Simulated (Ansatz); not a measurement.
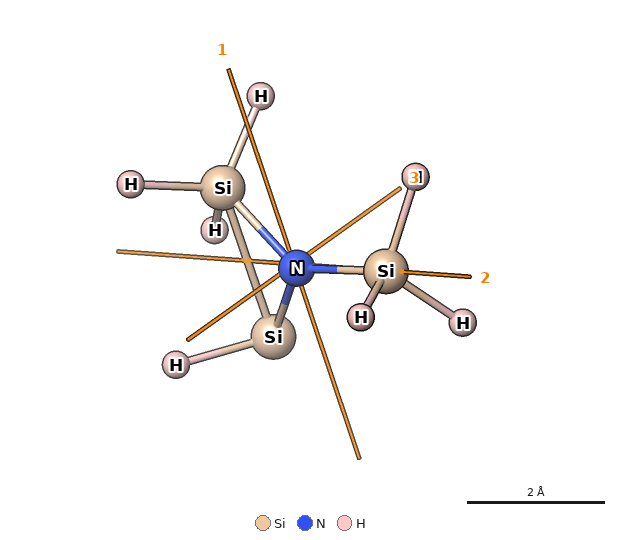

The three principal axes of inertia are drawn and numbered. Depth is shown by fading: the farther an atom, the more it takes the colour of the background. The computed structure is the end point of a PBE0-D4/def2-TZVP optimisation. No frequency run is at hand to confirm it as a minimum. Masses are those of the most abundant isotopes; constants are for the rigid equilibrium geometry.

> Which line is the a axis (least moment of inertia), which b and which c?

a is line 2, b is line 1, c is line 3; the moments are 108, 197, 288 u Å².

> What kind of rotor is it, and what are its rotational constants in MHz?

An asymmetric top (C1): A = 4694, B = 2569, C = 1753 MHz. Ray's parameter κ is −0.45, nearer the prolate limit.
